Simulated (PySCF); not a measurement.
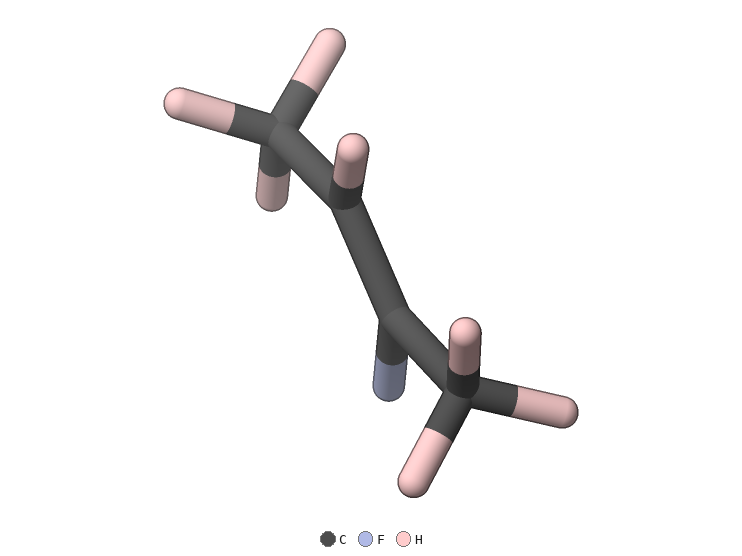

A stick model of a molecule. Every bond is drawn as one stick, whatever its order.

Computed geometry: PBE0-D3(BJ)/def2-SVP optimisation. No frequency run is at hand to confirm it as a minimum.

What does the picture show?

The molecule is C4H7F. Its SMILES string is `C/C=C(/C)F`. It has no ring. Among its groups: alkene, C–F bond. Coordination: 2 C tetrahedral; 2 C trigonal planar.

The parts below concern this one geometry. Atoms keep their numbers from picture to picture.

## Geometry

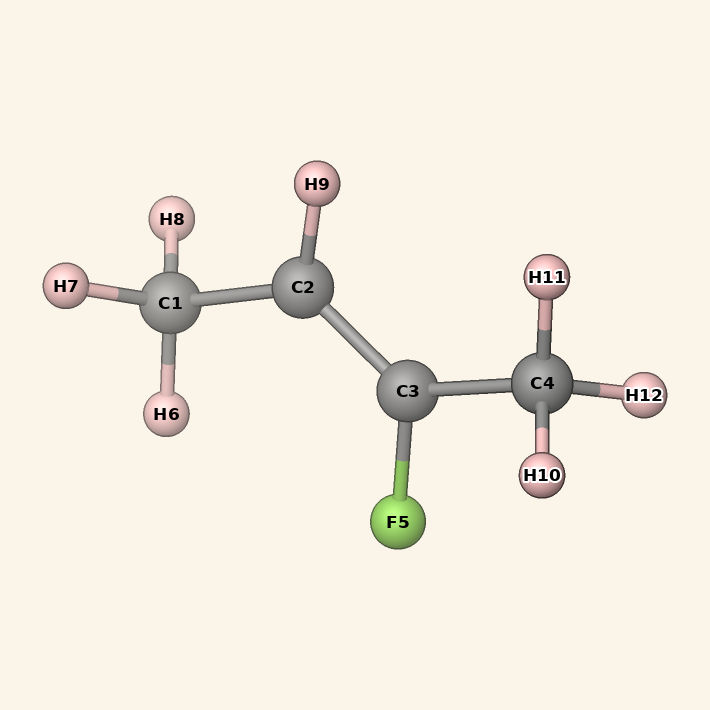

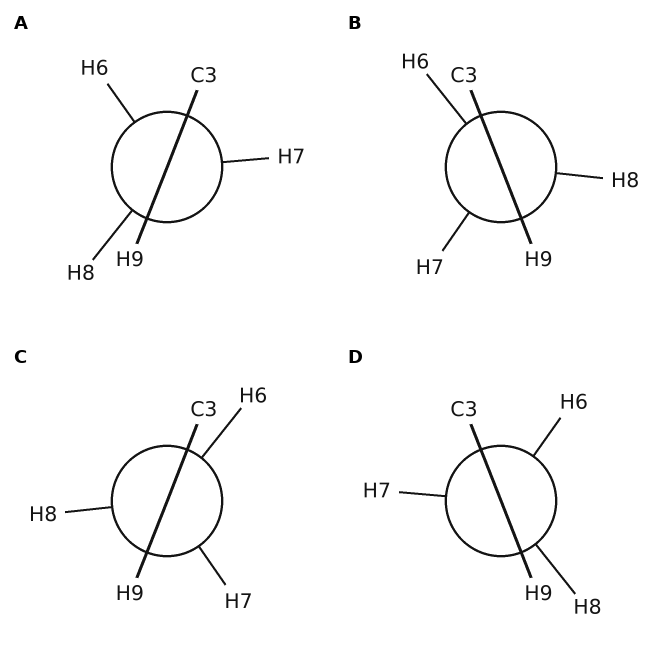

Depth is shown by fading: the farther an atom, the more it takes the colour of the background. Bonds that would overlap in a projection are set slightly apart. No frequency run is at hand to confirm it as a minimum.

Which Newman projection shows the view along C2–C1, with C2 in front?

Answer. C. The torsion angle C3–C2–C1–H6 is 3°, synperiplanar (eclipsed).

## Levels of theory compared

No frequency run is at hand to confirm it as a minimum. Program: PySCF 2.14.0.

Compare dipole (D), HOMO energy (eV), HOMO–LUMO gap (eV) at these levels: B3LYP/6-31G*; B97-2/pcSseg-2; BHandHLYP/pcSseg-2; CAM-B3LYP/pcSseg-2; LC-wPBE/pcSseg-2; PBE0/6-31G; PBE0/STO-3G; PBE0/pcSseg-2; WP04/pcSseg-2; mPW1PW91/pcSseg-2; ωB97X-D/pcSseg-2.

| level | dipole (D) | HOMO energy (eV) | HOMO–LUMO gap (eV) |
| --- | --- | --- | --- |
| B3LYP/6-31G* | 1.21 | −6.26 | 7.28 |
| B97-2/pcSseg-2 | 1.39 | −6.59 | 7.24 |
| BHandHLYP/pcSseg-2 | 1.52 | −7.91 | 9.01 |
| CAM-B3LYP/pcSseg-2 | 1.47 | −8.19 | 9.46 |
| LC-wPBE/pcSseg-2 | 1.46 | −9.53 | 11.92 |
| PBE0/6-31G | 1.56 | −6.64 | 7.77 |
| PBE0/STO-3G | 0.65 | −4.16 | 8.22 |
| PBE0/pcSseg-2 | 1.40 | −6.84 | 7.48 |
| WP04/pcSseg-2 | 1.54 | −8.01 | 6.54 |
| mPW1PW91/pcSseg-2 | 1.41 | −6.87 | 7.47 |
| ωB97X-D/pcSseg-2 | 1.42 | −8.67 | 10.99 |

## NMR shielding

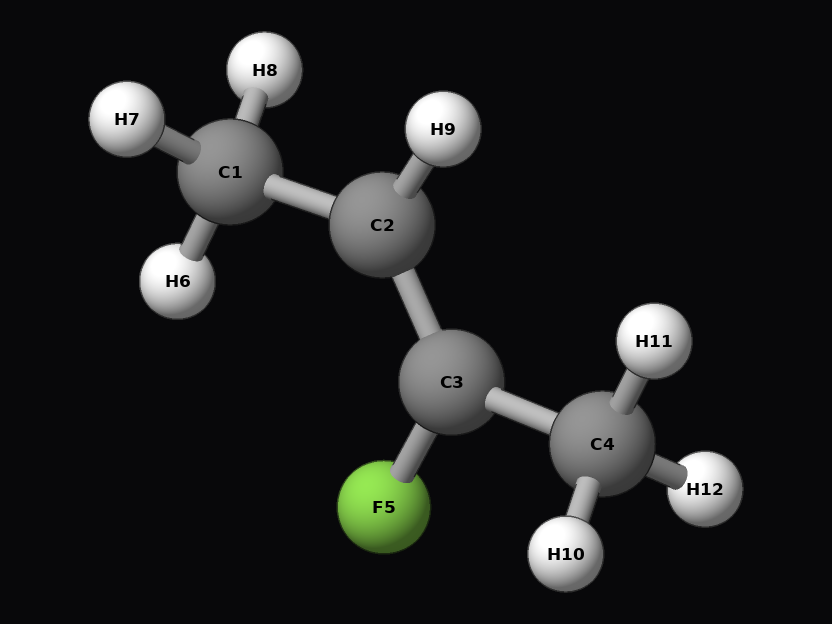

No frequency run is at hand to confirm it as a minimum. Properties computed with GIAO PBE0/STO-3G NMR shielding, non-relativistic, gas phase (PySCF 2.14.0). Principal shieldings σ11 ≤ σ22 ≤ σ33, span Ω = σ33 − σ11, skew κ = 3(σiso − σ22)/Ω.

Which C atom has the most anisotropic shielding?

Answer. C2, with a span of 146 ppm.

Give the shielding tensors of the C atoms.

```json
{"atom": "C1", "σ11": "204.2", "σ22": "217.3", "σ33": "226.3", "σiso": "215.9", "Ω": "22.1", "κ": "−0.19"}
{"atom": "C2", "σ11": "60.1", "σ22": "157.8", "σ33": "206.4", "σiso": "141.4", "Ω": "146.3", "κ": "−0.34"}
{"atom": "C3", "σ11": "46.2", "σ22": "126.2", "σ33": "158.2", "σiso": "110.2", "Ω": "112.1", "κ": "−0.43"}
{"atom": "C4", "σ11": "205.1", "σ22": "207.8", "σ33": "228.4", "σiso": "213.8", "Ω": "23.2", "κ": "0.77"}
```

Shieldings and span in ppm.

## Bond orders

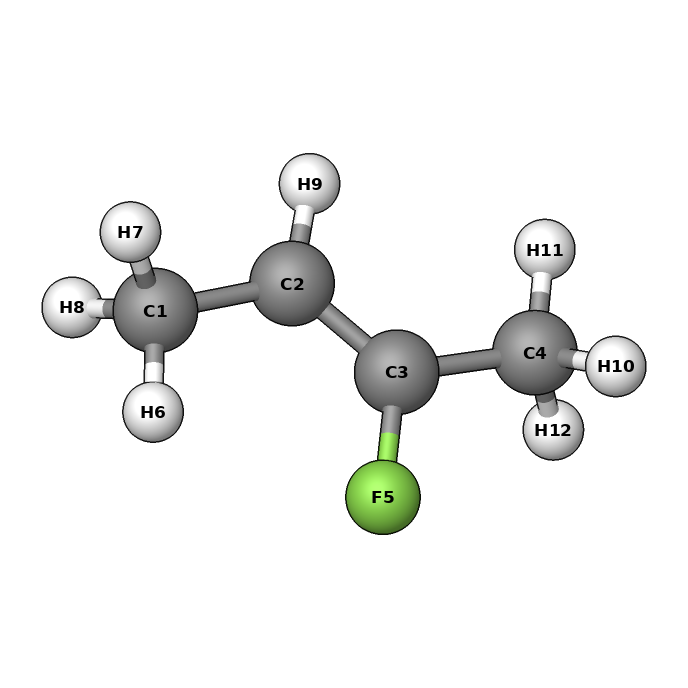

Every bond is drawn as one stick. No frequency run is at hand to confirm it as a minimum. Level of theory: PBE0/6-31G (PySCF 2.14.0).

Which bond has the highest Mayer bond order?

Answer. C2–C3, 1.83, at a length of 1.334 Å.

List the Mayer bond orders of C1–C2, C1–H6, C1–H7, C1–H8, C2–C3, C2–H9, C3–C4, C3–F5, C4–H10, C4–H11, C4–H12. Atoms whose distances differ by more than 0.02 Å in this geometry are listed apart.

```tsv
bond	Mayer order	length (Å)
C1–C2	0.97	1.491
C1–H6	0.94	1.098
C1–H7	0.93	1.102
C1–H8	0.93	1.103
C2–C3	1.83	1.334
C2–H9	0.93	1.094
C3–C4	0.97	1.485
C3–F5	0.88	1.346
C4–H10	0.92	1.102
C4–H11	0.93	1.097
C4–H12	0.92	1.102
```
